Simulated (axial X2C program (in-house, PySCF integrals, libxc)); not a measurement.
# Relativistic diatomic calculation, with input and output: PtSi⁺

- system: PtSi⁺, single determinant with M_S = 1/2 and |Λ| = 0.
- method: HF, spin-free X2C-1e, Pt dyall-cv3z, Si dyall-v3z (cores contracted) (axial X2C program (in-house, PySCF integrals, libxc))

**Input file**
```
{"zs": [78, 14], "q": 1, "bas": ["dyall-cv3z", "dyall-v3z"], "levels": ["PBE0", "HF", "LDA"], "cc": true, "r0": 2.39, "thr": -2.0, "nmax": 90, "npts": 10, "nst": 2, "ntry": 6}
```

The line is the task of a batch: nuclear charges, charge, bases, the levels to run, a first guess of the distance and further settings. This report covers HF without spin-orbit coupling. The log is that of the reference distance 2.102 Å.

Launched within a batch (the task file carries these settings):
```bash
python <driver script> task.json out
```

**The program's output**
```
spin-free X2C-1e  HF
basis functions 224  fitting functions 1158  grid points 5079
iter        total energy     max residual
   1     -18699.600482103     1.10e+00
   2     -18699.642602371     1.74e-02
   3     -18699.643438759     2.10e-01
   4     -18699.648311927     3.20e-02
   5     -18699.648881543     3.02e-03
   6     -18699.649244035     1.56e-02
   7     -18699.649347257     7.37e-03
   8     -18699.649447319     2.60e-03
   9     -18699.649517163     6.41e-03
  10     -18699.649540198     3.35e-03
  11     -18699.649552372     6.26e-04
  12     -18699.649559582     2.00e-03
  13     -18699.649566954     2.33e-03
  14     -18699.649571682     1.15e-03
  15     -18699.649573595     1.74e-04
  16     -18699.649574039     2.77e-04
  17     -18699.649574125     1.39e-04
  18     -18699.649574139     1.98e-05
  19     -18699.649574140     6.26e-06
  20     -18699.649574140     3.90e-06
  21     -18699.649574140     5.44e-07
converged
one-electron -26183.74905701  Coulomb 7585.29077831  exact exchange -376.10162575  xc functional 0.00000000  nuclear repulsion 274.91033032
correlated 13  virtual 261  natural virtual 90  E(MP2) -0.457598709  MP2 remainder -0.027783349
iter   CCSD correlation   residual
   1     -0.380149362   2.43e-01
   2     -0.398529064   1.29e-01
   3     -0.404063509   4.33e-02
   4     -0.404947289   2.17e-02
   5     -0.405526393   9.68e-03
   6     -0.405695224   3.65e-03
   7     -0.405701133   1.79e-03
   8     -0.405726950   8.69e-04
   9     -0.405725509   4.52e-04
  10     -0.405729292   1.94e-04
  11     -0.405727697   8.39e-05
  12     -0.405727847   3.80e-05
  13     -0.405727820   2.27e-05
  14     -0.405728090   1.12e-05
  15     -0.405728133   4.43e-06
  16     -0.405728158   1.78e-06
  17     -0.405728145   6.98e-07
(T) -0.025468195061075234  T1 0.0518  D1 0.1240  max T2 0.059
```

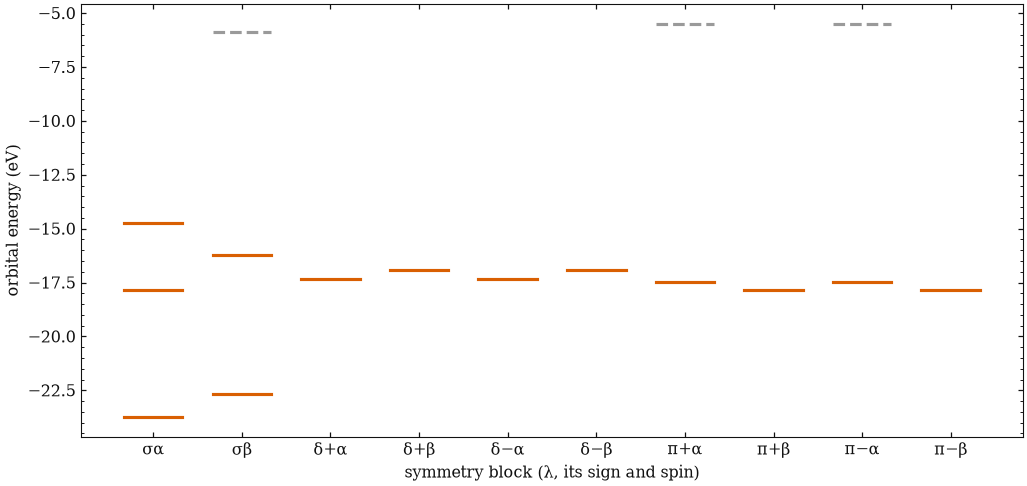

Figure 1. Orbital energies near the frontier at 2.10 Å, filled (solid) and empty (dashed); a label such as π−α means λ = −1 and α spin. The highest filled orbital (σα; 55 % Si p, 30 % Pt s) lies at −14.73 eV, the lowest empty one (σβ; 42 % Pt s, 40 % Si p) at −5.86 eV.

**What the run reported**

| quantity | value |
| --- | --- |
| outcome | not converged in a step after the SCF shown |
| largest ⟨S²⟩ along the curve | 0.84 |
| hardware | 1 thread of Arm Neoverse V1, 24 GiB of memory available, shared host |
| wall time | 9.2 s |
| peak memory | 0.86 GiB |

**What went wrong**

The SCF whose log is shown converged, but a later step did not. The run therefore gave no full result. Hartree–Fock lacks correlation, so it usually binds too weakly.
